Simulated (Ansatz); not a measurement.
## The valence band of Nb3Sn as photoemission sees it

Wanted: projected DOS of Nb3Sn, weighted into photoemission and X-ray emission spectra, at several levels of theory.

Calculated with Ansatz 0.2.0; DFT, PBEsol, plane-wave PAW, default files, scalar-relativistic, in the first sound run; inputs show where later runs differ.

## 1. The starting structure

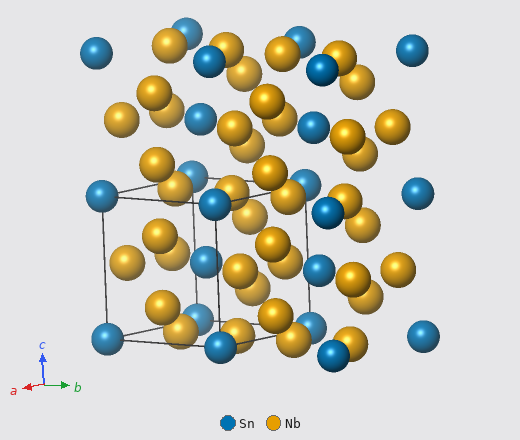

The cell as given, from a free direction (tin blue, niobium orange). 1×2×2 cells are drawn. Some periodic images of atoms are drawn too.

## 2. Self-consistent run, DOS and bands

The base run gives the projected DOS, from which the spectra are built. The DOS is taken on a denser mesh than the density.

The input, input.yaml:

```yaml
crystal:
  lattice:
    - [5.2821, 0.0, 0.0]
    - [0.0, 5.2821, 0.0]
    - [0.0, 0.0, 5.2821]
  atoms:
    - { symbol: Sn, position: [0.5, 0.5, 0.5] }
    - { symbol: Sn, position: [0.0, 0.0, 0.0] }
    - { symbol: Nb, position: [0.0, 0.5, 0.25] }
    - { symbol: Nb, position: [0.0, 0.5, 0.75] }
    - { symbol: Nb, position: [0.5, 0.25, 0.0] }
    - { symbol: Nb, position: [0.75, 0.0, 0.5] }
    - { symbol: Nb, position: [0.5, 0.75, 0.0] }
    - { symbol: Nb, position: [0.25, 0.0, 0.5] }
kpoints:
  mp_grid: { grid: [6, 6, 6] }
  band_path:
    path:
      - [[0.0, 0.0, 0.0], [0.0, 0.5, 0.0], [0.5, 0.5, 0.0], [0.0, 0.0, 0.0], [0.5, 0.5, 0.5], [0.0, 0.5, 0.0]]
      - [[0.5, 0.5, 0.5], [0.5, 0.5, 0.0]]
    npoints: 15
scf:
  occupations: { method: fermi_dirac, width: 0.05 }
  n_extra_bands: 20
hamiltonian:
  xc: pbesol
  pseudopotentials: { kind: paw }
output:
  forces: true
  stress: true
  dos:
    projected: true
    de: 0.05
    e_range: [-30, 12]
    nscf_kmesh: { grid: [10, 10, 10] }
  fatbands: true
```

Launch:

```bash
ansatz run input.yaml --threads 4 --pin off --max-ram 8192MiB --backend cpu --events-out ev --progress --plain --runs-dir out
```

Numbers of over 12 decimals in the logs are rounded to 6 here.

Log:

```text
scf.n_extra_bands = 20 over 53 filled bands (N_el = 106.0): the run solves 73 bands
Engine: ansatz 0.2.0, aarch64-unknown-linux-gnu
Pseudopotentials: kind: paw
Pseudopotential: Sn, paw, valence charge 14, recommended cutoff 420 eV (normal), Sn.paw.azcp
Pseudopotential: Nb, paw, valence charge 13, recommended cutoff 420 eV (normal), Nb.paw.azcp
Functional definition: PBEsol
  exchange = pbesol_x
  correlation = pbesol_c
Crystal: 8 atoms, lattice volume = 147.374 Å³
Basis set: ecut = 420 eV, 2897 PW (Γ), exchange–correlation on 72×72×72 points (8 copies of the dense FFT grid, shifted against one another)
Bands: 73, of which v1, the nominal top of the filled ones, is band 53 counted from 1 (52 counted from 0)
Symmetry: 48 space group operations
Space group: Pm-3n (ITA 223), of the structure as read, at distance tolerance 5.3e-5 Å
k-points: 20 of 216
Non-local potential: Sn, projectors of the file, l = 0: 2, l = 1: 2, l = 2: 2, l = 3: 2
Non-local potential: Nb, projectors of the file, l = 0: 3, l = 1: 2, l = 2: 2, l = 3: 1
PAW form: soft (Blöchl's): semilocal exchange-correlation on the pseudo side does not see the compensation charge
PAW frozen core: Sn, regenerated for the run's functional, and the local potential with it (the file was generated under x = pbe(κ = 0.804, μ = 0.219515), c = pbe(β = 0.066725))
PAW frozen core: Nb, regenerated for the run's functional, and the local potential with it (the file was generated under x = pbe(κ = 0.804, μ = 0.219515), c = pbe(β = 0.066725))
PAW one-centre angular grid: Sn, 590 points (default); XC on 64 Gauss nodes
PAW one-centre angular grid: Nb, 590 points (default); XC on 64 Gauss nodes
Initial density: superposition of atomic densities (neutral atoms: chi_scale 0, normalization atom), corrected by the library's trained network
Initial wavefunctions: pseudopotential atomic-orbital guess
Functional: x = pbesol(κ = 0.804, μ = 0.123457), c = pbesol(β = 0.046)
SCF iter   1: F=—  HF=-38874.070591 eV  |F-HF|=—  |Δ(HF+E_count)|=         —  Δρ=6.60e-3  dr2=6.39e-2  ethr=1.77e-3  ⟨swp⟩=6.0  Hψ=5685  notcnv=0  defer=27
preconditioner: auto → Kerker (q_TF=auto, 2.582 Å⁻¹)  [metal: Δε(μ)=0.036 eV  Ē_g=11.998 eV  σ=0.050 eV  W_gap=0.17  n_scr=32 (ndim 8)  ℏωp=23.3 eV  f_vac=0.000  D(μ)=12.95/eV (n_scr^D=170)]
SCF iter   2: F=—  HF=-38874.054228 eV  |F-HF|=—  |Δ(HF+E_count)|=   1.64e-2  Δρ=3.57e-3  dr2=2.05e-2  ethr=6.03e-5  ⟨swp⟩=1.1  Hψ=1681  notcnv=0  defer=148
SCF iter   3: F=—  HF=-38874.047102 eV  |F-HF|=—  |Δ(HF+E_count)|=   7.13e-3  Δρ=4.50e-4  dr2=2.69e-4  ethr=1.93e-5  ⟨swp⟩=2.1  Hψ=1736  notcnv=0  defer=148
SCF iter   4: F=—  HF=-38874.047047 eV  |F-HF|=—  |Δ(HF+E_count)|=   5.43e-5  Δρ=1.13e-4  dr2=1.42e-5  ethr=2.54e-7  ⟨swp⟩=2.1  Hψ=2133  notcnv=0  defer=148
SCF iter   5: F=—  HF=-38874.047174 eV  |F-HF|=—  |Δ(HF+E_count)|=   1.26e-4  Δρ=2.31e-5  dr2=6.35e-7  ethr=1.33e-8  ⟨swp⟩=2.0  Hψ=1748  notcnv=0  defer=149
SCF iter   6: F=-38874.047174 eV  HF=-38874.047174 eV  |F-HF|=8.37e-9  |Δ(HF+E_count)|=   1.09e-7  Δρ=3.84e-6  dr2=2.04e-8  ethr=9.43e-11  ⟨swp⟩=9.4  Hψ=6365  notcnv=0
SCF 1 converged in 6 iterations: F = -38874.047174 eV  dr2 = 2.04e-8
  greatest PAW one-centre occupation: 0.998 electrons in one spin orbital (limit 2), on the Nb atom at site 6 (counted from 0), in its partial waves of l = 0
NSCF: frozen V_eff on 92 k-points
NSCF: frozen V_eff on 56 k-points
SCF converged after 6 iterations
Free energy (F): -38874.047174 eV
Harris-Foulkes:  -38874.047174 eV  (|F-HF|=8.37e-9)
Internal energy: -38873.942434 eV  (E = F + TS)
E sigma→0 (E₀):  -38873.994804 eV
Entropy (-TS):   -0.104740 eV (-13.092 meV/atom)
Fermi energy:    17.144270 eV
--- Per-component energies (eV) ---
  E_band       = -443.659074
  E_kinetic    = 2749.300447
  E_local      = -5392.682951  (includes V_loc(G=0)·N_el)
  E_nonlocal   = 671.687586
  E_hartree    = 2186.849788
  E_xc         = -1806.083658
  E_vxc        = -1470.718843  (∫ρ·V_xc dr)
  E_paw        = -26245.119628  (= ΣΔE_a)
  E_vpaw       = -1374.942823  (= ΣTr[D̂ρ^β])
  E_aug_tail   = 0.000030  (compensation charges beyond the density's cutoff)
  E_ewald      = -11039.595982
  E_core_change = 1.701933  (= ΣΔE_core)
  E_smearing   = -0.104740  (= −TS)
  E_closure    = -0.000000  (closes the sum)
  Σ components = -38874.047174   (vs F -38874.047174, Δ=0.00e0)
--- Forces (eV/Å), atoms counted from 1 ---
  atom   1  Sn     0.00000000    -0.00000000     0.00000000
  atom   2  Sn     0.00000000     0.00000000     0.00000000
  atom   3  Nb     0.00000000    -0.00000000     0.00000000
  atom   4  Nb    -0.00000000     0.00000000    -0.00000000
  atom   5  Nb     0.00000000     0.00000000     0.00000000
  atom   6  Nb     0.00000000    -0.00000000     0.00000000
  atom   7  Nb    -0.00000000    -0.00000000     0.00000000
  atom   8  Nb    -0.00000000     0.00000000     0.00000000
  max |Σ_I F_I| component: 1.60e-17 eV/Å
--- Stress (GPa, compression-positive) ---
       -2.350643       0.000000       0.000000
        0.000000      -2.350643       0.000000
        0.000000       0.000000      -2.350643
  P = ⅓ Tr σ = -2.3506 GPa (-23.506 kbar)
--- Band table (eV; the first three rows and the last of 20) ---
  k-point 0: bands = [... 49 lower, 16.5970, 16.5970, 16.5970, 17.0769, 17.0769, 19.5263, 19.5263, 19.5263, ... 16 higher]
  k-point 1: bands = [... 49 lower, 16.5777, 16.6464, 16.6464, 17.1336, 17.1427, 19.2573, 19.4263, 19.4263, ... 16 higher]
  k-point 2: bands = [... 49 lower, 16.4911, 16.4953, 16.4953, 17.0272, 17.1098, 18.4377, 19.3062, 19.3062, ... 16 higher]
  k-point 19: bands = [... 49 lower, 17.1662, 17.1662, 17.1662, 17.2691, 17.2691, 17.2691, 17.2691, 17.2691, ... 16 higher]
```

Wall time 21 s (4 threads of Arm Neoverse V2, shared host); peak memory 0.81 GiB; 82 s of CPU time.

The column dr2 measures how far the density is from self-consistency, as an energy; F and HF (Harris–Foulkes) agree once it is small.

Numbers from this step:

* free energy: -38874.0472 eV
* energy at zero smearing: -38873.9948 eV
* smearing term TS: 0.1047 eV
* Fermi energy: 17.14 eV
* symmetry operations: 48
* pressure: -2.351 GPa
* zero of energy: Fermi level
* share of occupied states in no projected shell: 0.0066 of the occupied states in the window
* DOS at the Fermi level: 17.21 states/eV/cell

The electronic bands at the labelled points (eV, zero at the Fermi level; # counts the bands kept):

```
    point    #16    #17    #18    #19    #20   #21   #22   #23
        Γ  -0.54  -0.54  -0.54  -0.06  -0.06  2.39  2.39  2.39
        X  -1.02  -0.84  -0.84  -0.37  -0.37  1.53  1.53  2.19
        M   0.10   0.17   0.17   0.20   0.58  0.64  0.64  0.77
        Γ  -0.54  -0.54  -0.54  -0.06  -0.06  2.39  2.39  2.39
        R   0.03   0.03   0.03   0.13   0.13  0.13  0.13  0.13
        X  -1.02  -0.84  -0.84  -0.37  -0.37  1.53  1.53  2.19
jump to R   0.03   0.03   0.03   0.13   0.13  0.13  0.13  0.13
        M   0.10   0.17   0.17   0.20   0.58  0.64  0.64  0.77
```

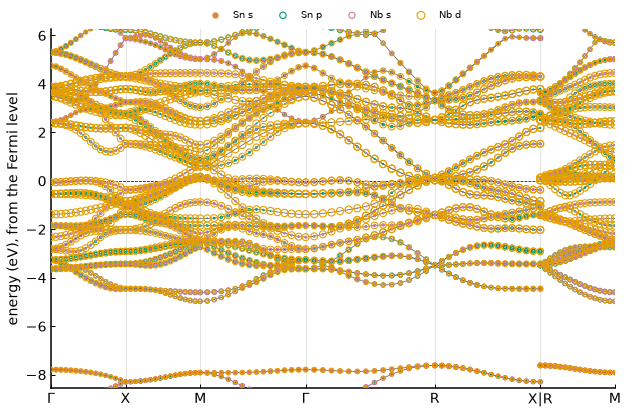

Electronic bands along the path; dots are coloured as in the legend, and their area grows with the weight.

The DOS has structure finer than the step of the table below, so its rows give means over 2.5 eV, whole bins alone (the curve runs from -30.0 to 5.33 eV). Peaks (eV: height): total -20.68: 172; Nb 4d -1.77: 13.8, -0.47: 13.3, 0.03: 15.0, 3.73: 14.4; Sn 5p -4.38: 2.45, -3.48: 2.76, -2.88: 2.37, -1.88: 1.52; Nb 5s -7.97: 1.16, -4.47: 2.43, -3.48: 1.05, 4.92: 0.895; Sn 5s -7.88: 6.34, 3.73: 0.865.

* holds the states left over by the projection beside any projected weight of its own. The DOS by E, zero at the Fermi level; means over each step; 7 of 8 lines; values in states/eV/cell:

```
E (eV)  total    Nb 4d   Sn 5p    Nb 5s   Sn 5s   Nb 5p*    Sn 4d
 -22.5      0        0       0        0       0        0        0
 -20.0   8.00   0.0250  1.7e-4  0.00754  8.5e-6  0.00590     7.96
 -17.5      0        0       0        0       0        0        0
 -15.0      0        0       0        0       0        0        0
 -12.5      0        0       0        0       0        0        0
 -10.0  0.116  0.00455  9.2e-4   0.0649  0.0442  0.00137        0
  -7.5   1.48    0.341  0.0101    0.296   0.802   0.0346        0
  -5.0   1.55    0.548   0.496    0.448  0.0272   0.0335  0.00110
  -2.5   7.51     5.56    1.33    0.429  0.0327    0.153   0.0103
   0.0   6.68     5.84   0.368    0.199  0.0414    0.217   0.0131
   2.5   8.38     7.29   0.350    0.269   0.173    0.286  0.00727
```

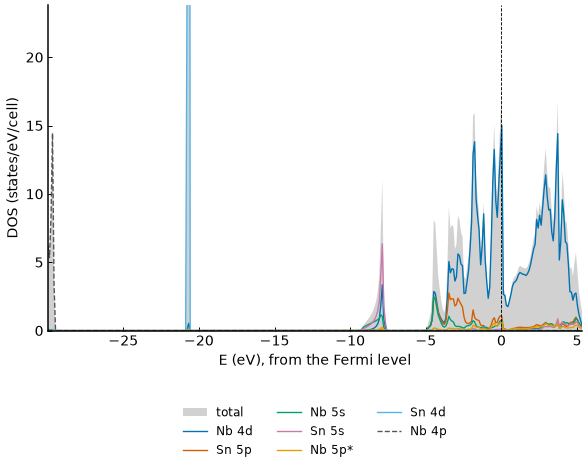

DOS, plotted against E. The peaks of deep states run off the scale.

Simulated valence spectra by photon energy, shown to 13 eV, since a deeper line would dwarf them at some energies; the 100 % can be that line's tail at the edge; this run's widths, added to any smearing of the DOS itself: Gaussian 0.2 eV, Lorentzian 0.1 eV plus 0.08 an eV of depth. Intensity against binding energy, zero at the Fermi level; values in % of the maximum within 13 eV:

```
binding energy (eV)  21.2 eV  100 eV  1486.7 eV  5950 eV  8047.8 eV
                  0     64.8    44.6       65.9     50.9       35.9
                  2     76.0    55.3       78.5     65.9       47.6
                  4     17.1    39.0       25.0     45.1       38.5
                  6     1.39    14.0       4.04     7.91       7.07
                  8     6.64    99.3       26.8     99.0       99.0
                 10    0.454    21.4       4.41     8.38       7.46
                 12        -    25.3       4.69     5.07       3.69
```

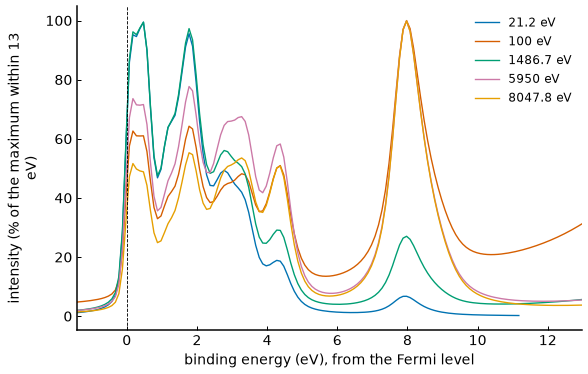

Intensity, plotted against binding energy.

Maxima picked by a test of local sharpness, so broad peaks and shoulders can be missing; peaks within 0.45 eV of a curve's cut are left out. Valence peaks, by row:

```
photon energy (eV)  binding energy (eV)  height (% of the maximum within 13 eV)  main shell  its share (%)
              21.2                 7.95                                   6.812       Nb 4d          97.96
              21.2                  4.3                                   18.98       Nb 4d          82.39
              21.2                  2.8                                   49.34       Nb 4d          90.67
              21.2                  1.8                                   95.73       Nb 4d          97.35
              21.2                 0.45                                     100       Nb 4d          98.04
              21.2                  0.2                                   95.36       Nb 4d          97.81
               100                 20.7                                    2353       Sn 4d          99.96
               100                 7.95                                     100       Sn 5s          75.69
               100                 4.35                                   51.24       Nb 5s          49.11
               100                  3.3                                    48.3       Nb 5s             29
               100                  1.8                                   64.82       Nb 4d          48.76
               100                 0.45                                   61.48       Nb 4d          54.09
               100                 0.15                                   62.76       Nb 4d           50.2
              1487                 20.7                                   398.7       Sn 4d          99.72
              1487                 7.95                                   27.11       Sn 5s          62.17
              1487                  4.3                                   29.35       Nb 4d          49.33
              1487                  2.8                                   56.18       Nb 4d          73.74
              1487                  1.8                                   97.56       Nb 4d          88.46
              1487                 0.45                                     100       Nb 4d          90.79
              1487                  0.2                                    96.3       Nb 4d          89.71
              5950                 20.7                                   317.1       Sn 4d           99.3
              5950                 7.95                                     100       Sn 5s          86.06
              5950                 4.35                                    58.7       Sn 5p          41.95
              5950                 3.25                                    67.6       Sn 5p          53.87
              5950                  1.8                                   78.32       Nb 4d          54.97
              5950                 0.45                                   72.14       Nb 4d          62.79
              5950                 0.15                                   73.74       Nb 4d          58.19
              8048                 20.7                                   193.1       Sn 4d          99.09
              8048                 7.95                                     100       Sn 5s          88.21
              8048                 4.35                                   51.15       Sn 5p          40.28
              8048                  3.3                                   53.54       Sn 5p          56.46
              8048                  1.8                                   55.85       Nb 4d          43.37
              8048                 0.45                                   49.28       Nb 4d          51.71
              8048                 0.15                                    51.8       Nb 4d           46.6
```

Shapes are the site's partial DOS without matrix elements, which overweights lines from ligand s bands. The intensity, Nb L-beta2 by emission energy less the core level's binding energy, zero at the Fermi level; read off at these points:

```
emission energy less the core level's binding energy (eV)  intensity, Nb L-beta2 (% of the unpolarised maximum)
                                                    -28.0                                                 0.278
                                                    -26.0                                                 0.306
                                                    -24.0                                                 0.379
                                                    -22.0                                                 0.548
                                                    -20.0                                                 0.696
                                                    -18.0                                                 0.693
                                                    -16.0                                                 0.859
                                                    -14.0                                                  1.18
                                                    -12.0                                                  1.82
                                                    -10.0                                                  3.50
                                                     -8.0                                                  8.84
                                                     -6.0                                                  11.6
                                                     -4.0                                                  40.1
                                                     -2.0                                                  94.1
                                                     -1.5                                                 100.0
                                                      0.0                                                  73.3
```

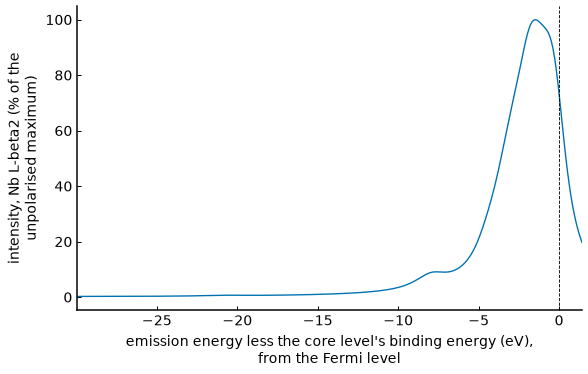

Intensity, Nb L-beta2 against emission energy less the core level's binding energy.

Shapes are the site's partial DOS without matrix elements, which overweights lines from ligand s bands. Emission peaks, by row:

```
      line  energy (eV)  height (%)
Nb L-beta2         -1.5         100
```

Table of broadened DOS, unweighted empty DOS by E, zero at the Fermi level; read off at these points:

```
E (eV)  broadened DOS, unweighted empty DOS (states/eV/cell)
 -0.93                                                1.9e-4
 -0.62                                                0.0300
 -0.23                                                  1.48
 -0.03                                                  3.20
  0.07                                                  3.63
  0.38                                                  2.92
  0.78                                                  3.48
  1.07                                                  4.28
  1.38                                                  4.60
  1.77                                                  5.14
  2.08                                                  6.54
  2.48                                                  8.93
  2.77                                                  10.7
  2.98                                                  11.1
  3.08                                                  10.9
  3.48                                                  10.4
  3.77                                                  10.7
  4.08                                                  9.29
  4.47                                                  6.13
  4.78                                                  4.70
```

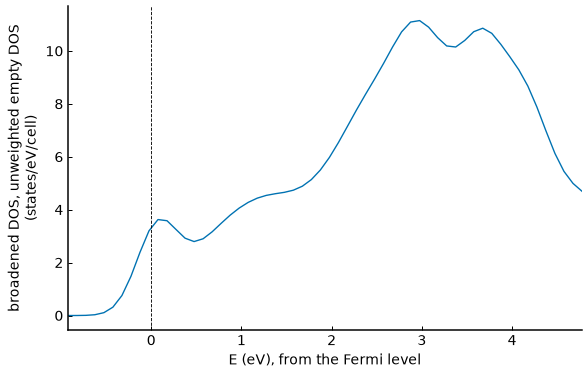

Broadened DOS, unweighted empty DOS, plotted against E.

Recipe: projected DOS times atomic cross section and asymmetry factor (linear light, 0° from the polarisation), occupied states only, Fermi edge at 300 K, a Lorentzian width of 0.1 eV growing by 0.08 eV per eV of binding energy, and a resolution of 0.2 eV. Curves are cut 10 eV under the photon energy, above any shell that the free atom's threshold puts out of reach, or at the lower edge of the window: 11.2 eV at 21.2 eV, 30 eV at 100 eV, 30 eV at 1486.7 eV, 30 eV at 5950 eV and 30 eV at 8047.8 eV. A star in tables and legends marks shells that hold the states left over by the projection (0.7 % of the filled ones), a stand-in for orbitals that the files don't project on. Matrix elements of the solid and inelastic losses aren't modelled, nor non-dipole terms, which matter above 3 keV.

How the area divides among the shells (%):

```
shell  21.2 eV  100 eV  1486.7 eV  5950 eV  8047.8 eV
Sn 5s      0.0     1.9        1.9      9.6       14.0
Sn 5p      4.9     0.5        2.3      7.0        8.4
Sn 4d      0.0    94.0       71.9     56.6       49.1
Nb 5s      0.1     1.2        0.9      4.3        6.2
Nb 4p      0.0     1.0        6.4     14.1       15.7
Nb 4d     94.9     1.3       16.5      8.2        6.6
```

The window's lower edge cuts through Nb 4p, so the shares at energies that reach it are artefacts of the cut.

At the Fermi level the DOS is 17.21 states/eV a cell, and on the broadened curves Nb 4d holds 85 % of the total there.

(Part 1 of 3 ends here.)

[Logs are printed without paths, hosts, clocks, repeated set-up lines and the standing remarks that a program may print on its own settings, such as how far it seeks lower states.]

[Hosts, paths, dates, database ids (printed as entryN), source tags and the programs' standing remarks are cut or masked in the printed files.]

[Maps of the electrostatic potential energy from Ansatz leave out the sawtooth potential of an applied field or a dipole correction, so their vacuum need not be flat; work functions include it.]

[Peak lists hold at most the 14 tallest peaks of each spectrum; further lines can be left out.]
